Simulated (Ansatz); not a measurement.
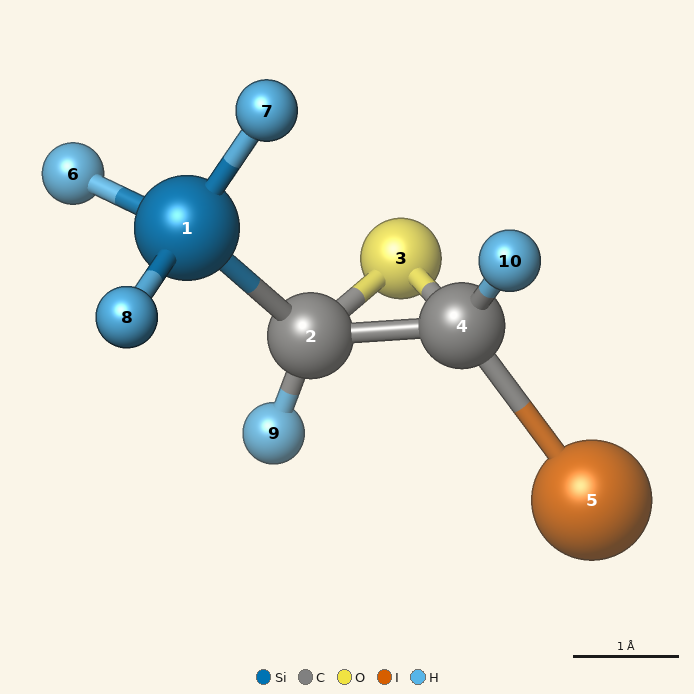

Orthographic view. Atoms fade into the background with distance from the viewer. The computed structure is the end point of a PBE0-D4/def2-TZVP optimisation. No frequency run is at hand to confirm it as a minimum.

Write a Z-matrix (Å, degrees) in the order of the atom numbers, with these reference atoms: 2 to 1; 3 to 2, 1; 4 to 3, 2, 1; 5 to 4, 3, 2; 6 to 1, 2, 3; 7 to 1, 6, 2; 8 to 1, 7, 6; 9 to 2, 3, 4; 10 to 4, 3, 2.

```
Si 
C    1   1.880
O    2   1.452   1   115.8
C    3   1.378   2    62.2   1   112.2
I    4   2.125   3   117.7   2   111.4
H    1   1.484   2   109.8   3    73.1
H    1   1.484   6   110.2   2   119.1
H    1   1.486   7   110.3   6  -121.0
H    2   1.089   3   112.6   4  -106.0
H    4   1.086   3   117.1   2  -114.2
```
